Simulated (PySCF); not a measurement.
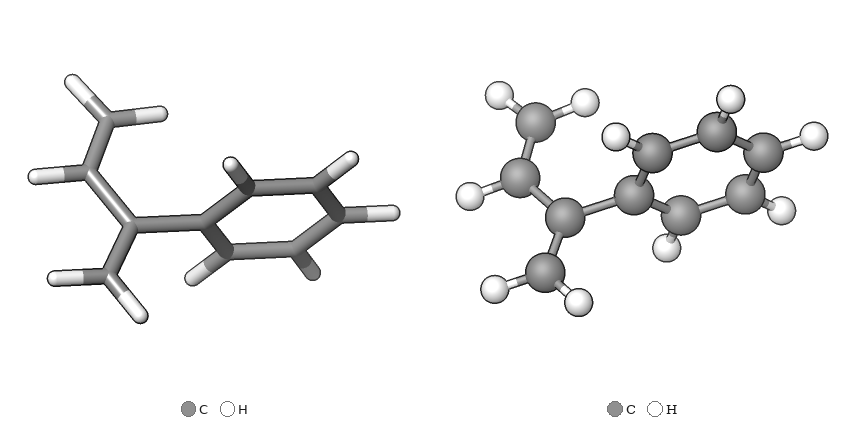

Two views of one molecule.

Computed geometry: PBE0-D3(BJ)/def2-SVP optimisation. No frequency run is at hand to confirm it as a minimum.

Describe the molecule.

It has 20 atoms: 10 carbon and 10 hydrogen (C₁₀H₁₀). As SMILES it reads `C=CC(=C)c1ccccc1`. Independent rings (smallest set): 1 of 6 members, 1 of them aromatic. Among its groups: alkene. Coordination: 10 C trigonal planar.

More results for the same structure follow; atom numbers are the same in all pictures, views and colours differ.

## Bond orders

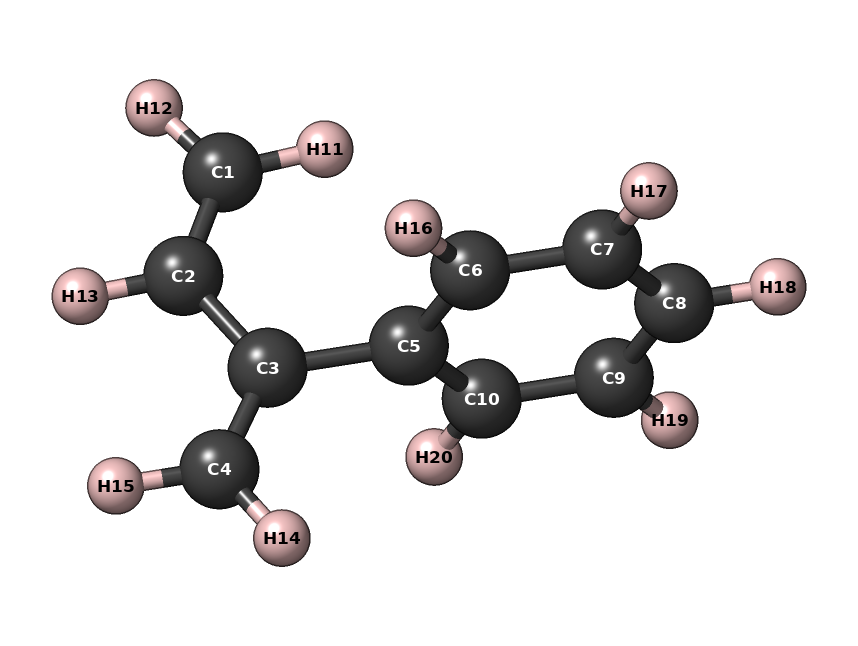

Every bond is drawn as one stick. No frequency run is at hand to confirm it as a minimum. Computed with PBE0/pcSseg-1 in benzene (IEF-PCM) (PySCF 2.14.0).

List the Mayer bond orders of C1–C2, C2–C3, C3–C4, C3–C5, C5–C6, C5–C10, C6–C7, C7–C8, C9–C10 (bonds between heavy atoms, one of each equivalent set). Atoms whose distances differ by more than 0.02 Å in this geometry are listed apart.

```csv
bond,Mayer order,length (Å)
C1–C2,1.91,1.340
C2–C3,1.09,1.465
C3–C4,1.90,1.344
C3–C5,1.05,1.491
C5–C6,1.41,1.400
C5–C10,1.41,1.399
C6–C7,1.43,1.394
C7–C8,1.43,1.394
C9–C10,1.43,1.394
```

## Ring current

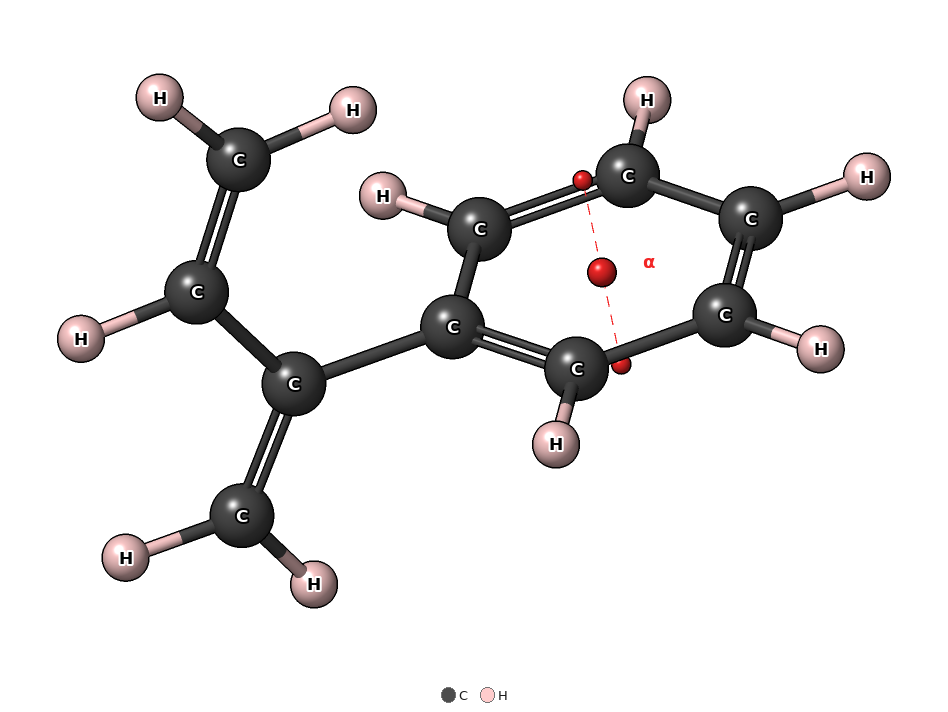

The small points mark where nucleus-independent chemical shifts (NICS) were computed: at the centre of each lettered ring and 1 Å above and below it. No frequency run is at hand to confirm it as a minimum. Method: GIAO PBE0/pcSseg-1 NMR shielding, non-relativistic, IEF-PCM water (PySCF 2.14.0).

Give NICS(0), NICS(1) and the out-of-plane component NICS(1)zz for each ring (means of the two sides).

```json
{"ring": "α", "members": "C6", "NICS(0)": "−8.3", "NICS(1)": "−11.0", "NICS(1)zz": "−29.2"}
```

Values in ppm.

**What do the values say about the ring currents?**

Ring α: diatropic, as in an aromatic ring. NICS is one index among several.

## NMR shielding

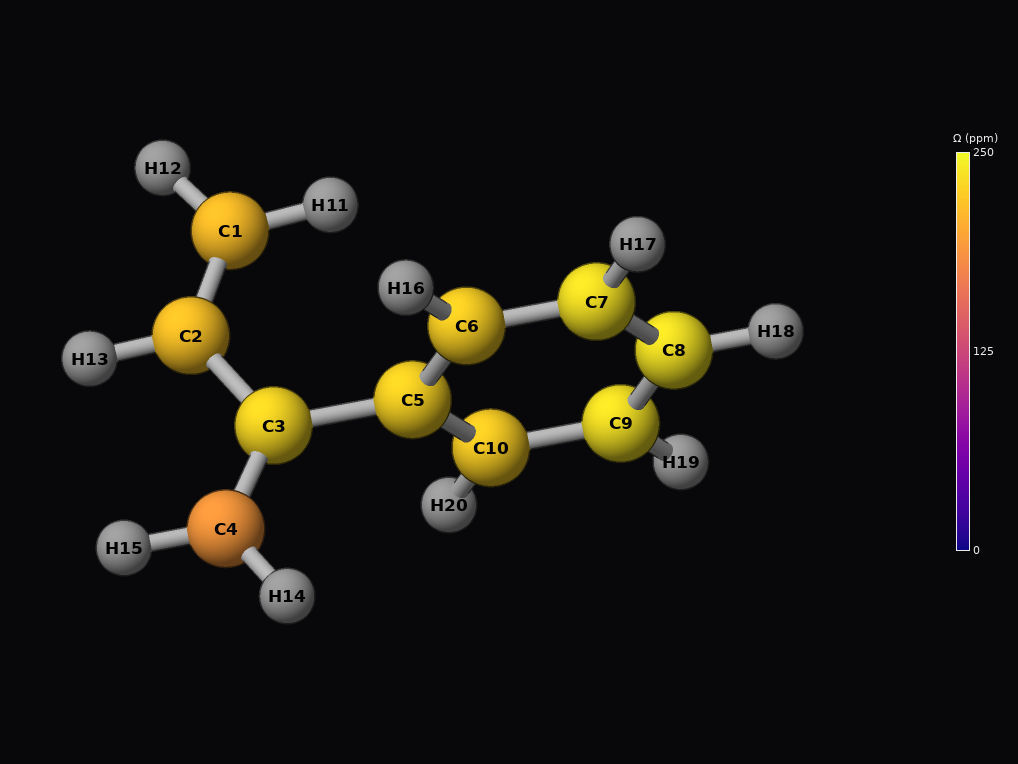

The C atoms are coloured by the span of their shielding tensor. No frequency run is at hand to confirm it as a minimum. Level of theory: GIAO PBE0/pcSseg-1 NMR shielding, non-relativistic, IEF-PCM water (PySCF 2.14.0). Principal shieldings σ11 ≤ σ22 ≤ σ33, span Ω = σ33 − σ11, skew κ = 3(σiso − σ22)/Ω.

Give the shielding tensors of the C atoms.

| atom | σ11 | σ22 | σ33 | σiso | Ω | κ |
| --- | --- | --- | --- | --- | --- | --- |
| C1 | −50.0 | 54.3 | 165.9 | 56.7 | 215.9 | 0.03 |
| C2 | −75.5 | 36.3 | 143.3 | 34.7 | 218.8 | −0.02 |
| C3 | −87.2 | 17.4 | 144.5 | 24.9 | 231.7 | 0.10 |
| C4 | −41.6 | 61.7 | 149.3 | 56.5 | 190.9 | −0.08 |
| C5 | −64.3 | 10.7 | 164.5 | 36.9 | 228.8 | 0.34 |
| C6 | −58.7 | 37.1 | 168.1 | 48.8 | 226.8 | 0.16 |
| C7, C9 | −60.3 | 34.5 | 177.2 | 50.5 | 237.5 | 0.20 |
| C8 | −60.0 | 34.4 | 178.8 | 51.1 | 238.8 | 0.21 |
| C10 | −58.7 | 37.3 | 167.8 | 48.8 | 226.5 | 0.15 |

Shieldings and span in ppm.
